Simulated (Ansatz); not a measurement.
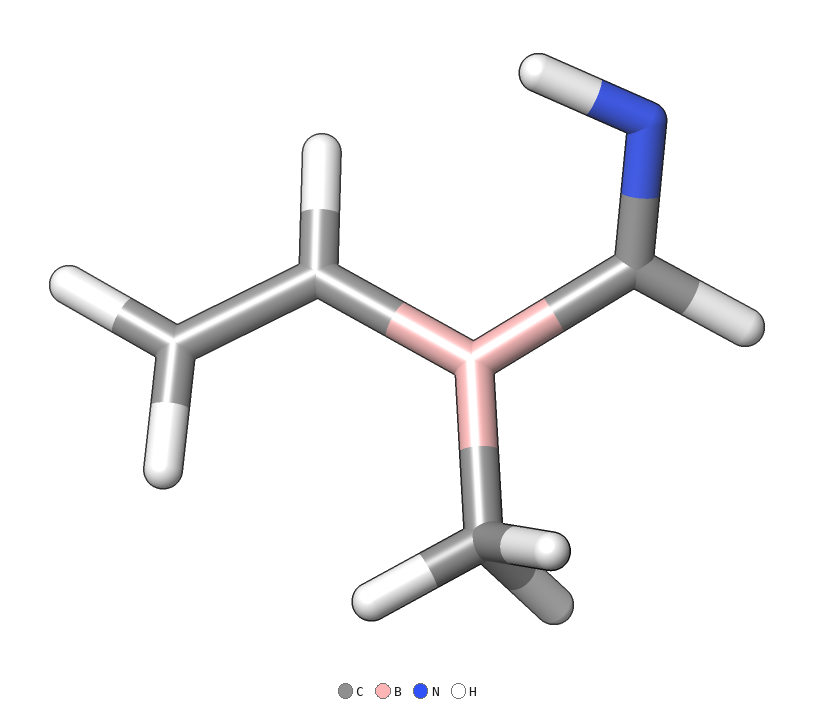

The picture shows a molecular structure as a stick model.

What does the picture show?

Formula C4H8BN. Its SMILES string is `[H]/N=C\B(C)C=C`. It has no ring. Among its groups: alkene, imine. This geometry has C1 symmetry. Coordination: 3 C trigonal planar; 1 B trigonal planar; 1 C tetrahedral; 1 N bent.

The parts below concern this one geometry. Atoms keep their numbers from picture to picture. The computed structure is the end point of a PBE0-D4/def2-TZVP optimisation.

Shape

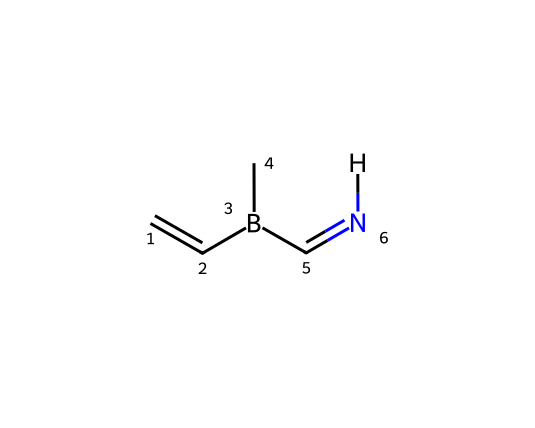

A structural formula, with wedges where it has stereocentres; small numbers name the atoms. The configuration is that of a computed structure (PBE0-D4/def2-TZVP).

Assign CIP descriptors.

C5=N6: Z.

Vibrations

Harmonic vibrations computed with RKS PBE0-D4/def2-TZVP (Ansatz 0.2.0) at a stationary point of the same level.

List the wavenumbers.

36 modes: 55, 76, 83, 188, 262, 313, 387, 499, 580, 683, 716, 826, 891, 1011, 1029, 1056, 1152, 1174, 1188, 1248, 1328, 1329, 1431, 1443, 1453, 1456, 1672, 1682, 3026, 3034, 3081, 3123, 3136, 3142, 3223, 3402 cm⁻¹.

Levels of theory compared

Program: Ansatz 0.2.0.

At this fixed geometry, give HOMO energy (eV), HOMO–LUMO gap (eV), dipole (D) at these levels: B3LYP-D4/def2-TZVPP; PBE-D4/def2-TZVPP; r2SCAN-D4/def2-TZVPP; ωB97M-V/def2-TZVPP.

| level | HOMO energy (eV) | HOMO–LUMO gap (eV) | dipole (D) |
| --- | --- | --- | --- |
| B3LYP-D4/def2-TZVPP | −6.90 | 4.43 | 2.84 |
| PBE-D4/def2-TZVPP | −5.65 | 2.44 | 2.70 |
| r2SCAN-D4/def2-TZVPP | −5.92 | 2.90 | 2.80 |
| ωB97M-V/def2-TZVPP | −9.48 | 9.27 | 2.88 |

Charges

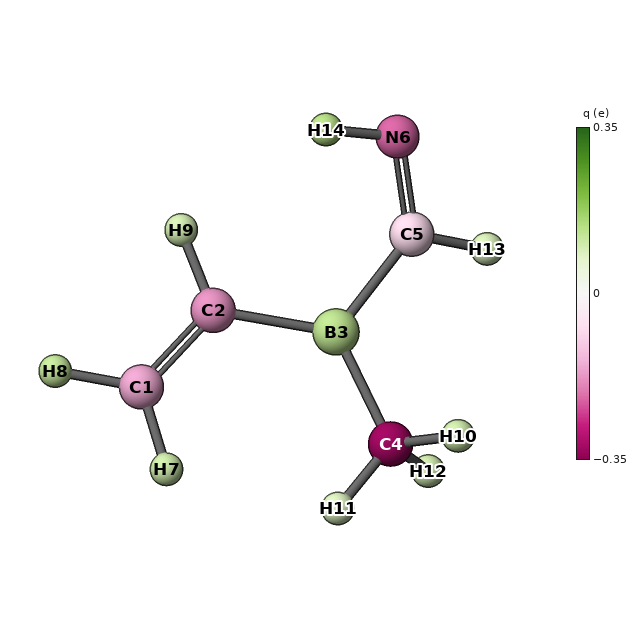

Atoms are coloured by their Mulliken charges. Properties computed with RKS B3LYP-D4/def2-TZVPP (Ansatz 0.2.0).

Give the Mulliken charges atom by atom.

```
atom  value (e)
  C1      −0.15
  C2      −0.18
  B3       0.13
  C4      −0.32
  C5      −0.07
  N6      −0.22
  H7       0.10
  H8       0.12
  H9       0.10
 H10       0.10
 H11       0.08
 H12       0.10
 H13       0.09
 H14       0.14
```

Mulliken values depend strongly on the basis set and can even reverse the polarity of a bond.
